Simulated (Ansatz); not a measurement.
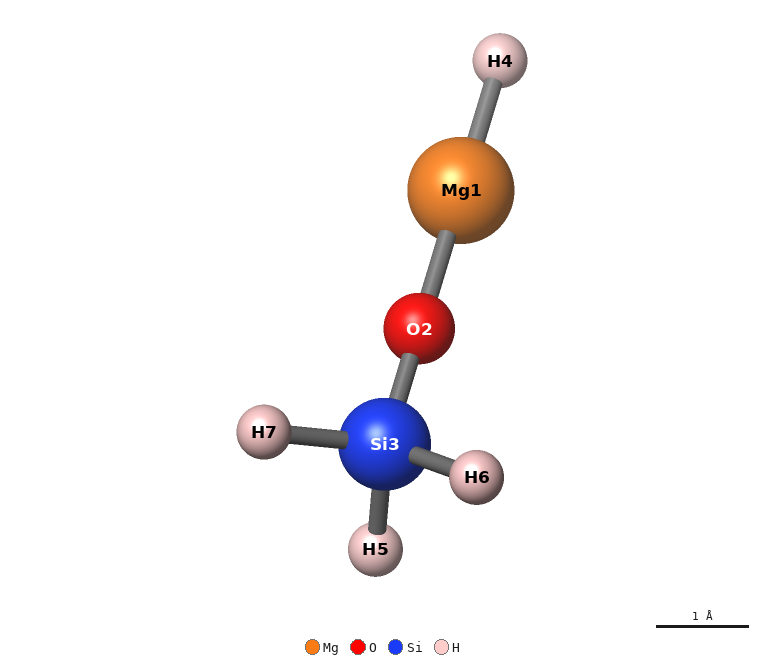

The picture comes from a calculation with Ansatz.

The atoms are numbered. Geometry: moved along internal coordinates away from the minimum.

Give these bond angles: O2–Mg1–H4, Mg1–O2–Si3, O2–Si3–H5, H5–Si3–H6.

```tsv
angle	degrees
O2–Mg1–H4	180.0
Mg1–O2–Si3	179.9
O2–Si3–H5	111.5
H5–Si3–H6	107.4
```
